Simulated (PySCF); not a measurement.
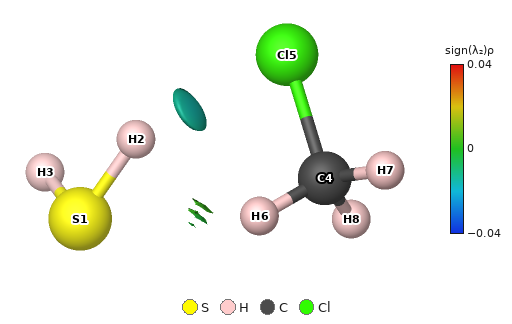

CH5ClS, SMILES `S.CCl`. Non-covalent interaction surfaces between the fragments (reduced density gradient s = 0.4, coloured by sign(λ₂)ρ in a.u.; trimmed to the region between the fragments where ρ is under 0.06 a.u.). Fragment A: H2S (atoms 1–3); fragment B: H3CCl.

PySCF calculation, CAM-B3LYP/def2-SVP, gas phase; geometry: GFN2-xTB. GFN2-xTB bond lengths at metals and heavier atoms can be off by up to 0.1 Å and shapes distorted, which carries into these values.

Input

```python
import numpy as np
from pyscf import gto, scf, dft
from pyscf.scf import atom_ks, atom_hf
from scipy.linalg import block_diag
from pyscf.dispersion import dftd3

def solve(mol, dm0=None, hcore=None):
    mf = (dft.UKS if mol.spin else dft.RKS)(mol, xc='camb3lyp')
    mf.grids.level = 3
    mf = mf.density_fit(auxbasis='def2-universal-jkfit')
    mf.conv_tol, mf.max_cycle = 1e-8, 80
    if hcore is not None:
        mf.get_hcore = lambda *args: hcore
    mf.kernel(dm0)
    if not mf.converged:
        mf = mf.newton().run(mf.mo_coeff, mf.mo_occ, max_cycle=30)
    assert mf.converged, 'SCF not converged'
    return mf

mol = gto.M(atom='''
S     -2.19226     0.08614    -0.03641
H     -1.02446    -0.54744    -0.05317
H     -2.80768    -0.94305     0.52802
C      1.47647     1.12695     0.03372
Cl     1.50818    -0.64974    -0.01314
H      0.79709     1.47591    -0.73769
H      2.48427     1.48654    -0.14863
H      1.12917     1.43372     1.01524
''', basis='def2-svp', charge=0, spin=0, verbose=4)
mol_a = gto.M(atom='''
S     -2.19226     0.08614    -0.03641
H     -1.02446    -0.54744    -0.05317
H     -2.80768    -0.94305     0.52802
ghost-C      1.47647     1.12695     0.03372
ghost-Cl     1.50818    -0.64974    -0.01314
ghost-H      0.79709     1.47591    -0.73769
ghost-H      2.48427     1.48654    -0.14863
ghost-H      1.12917     1.43372     1.01524
''', basis='def2-svp', charge=0, spin=0, verbose=4)
mol_b = gto.M(atom='''
ghost-S     -2.19226     0.08614    -0.03641
ghost-H     -1.02446    -0.54744    -0.05317
ghost-H     -2.80768    -0.94305     0.52802
C      1.47647     1.12695     0.03372
Cl     1.50818    -0.64974    -0.01314
H      0.79709     1.47591    -0.73769
H      2.48427     1.48654    -0.14863
H      1.12917     1.43372     1.01524
''', basis='def2-svp', charge=0, spin=0, verbose=4)
ab, a, b = solve(mol), solve(mol_a), solve(mol_b)
e_int = ab.e_tot - a.e_tot - b.e_tot
print('counterpoise-corrected interaction energy / kcal/mol', e_int * 627.5095)
def disp(atoms, charge):
    m = gto.M(atom=atoms, charge=charge, basis='sto-3g', spin=None, unit='Bohr', verbose=0)
    return dftd3.DFTD3Dispersion(m, xc='camb3lyp', version='d3bj').get_dispersion()['energy']
e_disp = disp(mol._atom, mol.charge) - disp(mol._atom[:3], mol_a.charge) - disp(mol._atom[3:], mol_b.charge)
print('D3(BJ) part / kcal/mol', e_disp * 627.5095)
# spherically averaged free atoms, for the promolecule
atm = atom_ks.get_atm_nrks(mol, xc='camb3lyp')
pro = block_diag(*[(atm[a[0]][2] * atm[a[0]][3]) @ atm[a[0]][2].T for a in mol._atom])
np.savez('result.npz', e_int=e_int, e_disp=e_disp, dm_a=a.make_rdm1(), dm_b=b.make_rdm1(), c=ab.mo_coeff, occ=ab.mo_occ, eps=ab.mo_energy, pro=pro, d=[f.dip_moment(verbose=0) for f in (ab, a, b)])
```

Launched as:

```sh
OMP_NUM_THREADS=1 python input.py
```

The run took 16 s on 1 thread of Arm Neoverse V1, on a shared host, peak memory 0.38 GiB.

Partitions, critical points and surface values were worked out afterwards from this run's density.

Q: Interpret the surfaces between the fragments.

A: Bond critical points between the fragments: H2···Cl5, hydrogen bond, 2.54 Å, ρ = 0.015 a.u. It is weak and appears green, as weak hydrogen bonds do. The pose is a local one from a semi-empirical search, not shown to be the most stable.

Q: How strongly are they bound?

A: The counterpoise-corrected interaction energy of the frozen fragments is −1.0 kcal/mol without dispersion correction and −2.1 kcal/mol with D3(BJ). The pair geometry is semi-empirical, not a minimum at this level.
